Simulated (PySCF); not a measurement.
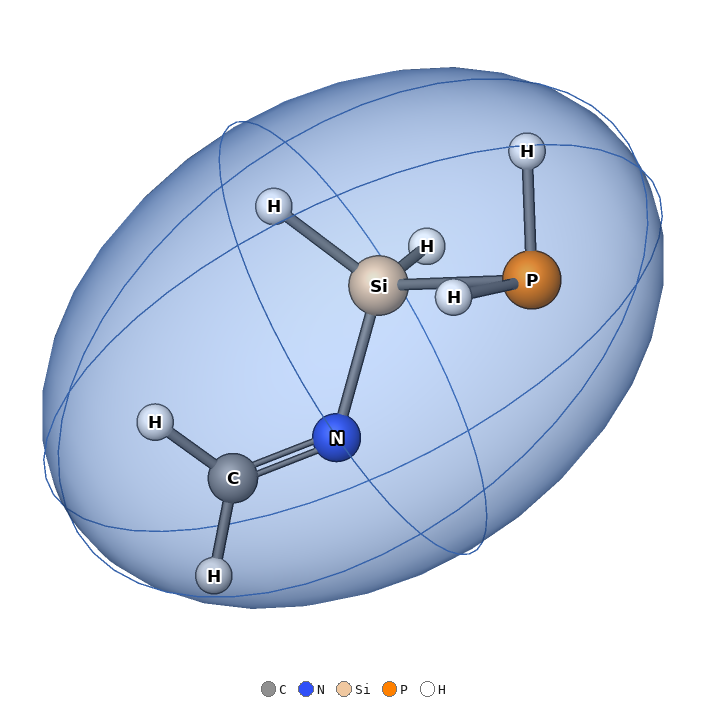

The ellipsoid shows the static dipole polarisability: its half-axes are proportional to the principal values. Computed geometry: PBE0-D3(BJ)/def2-SVP optimisation. No frequency run is at hand to confirm it as a minimum. Level of theory: ωB97X-D/def2-SVPD (PySCF 2.14.0).

Question: How large and how anisotropic is the polarisability?

Answer: Principal values 64.3, 69.6, 95.7 bohr³; mean 76.5 bohr³ (11.34 Å³); anisotropy 29.1 bohr³, so the longest axis is 1.49 times the shortest.
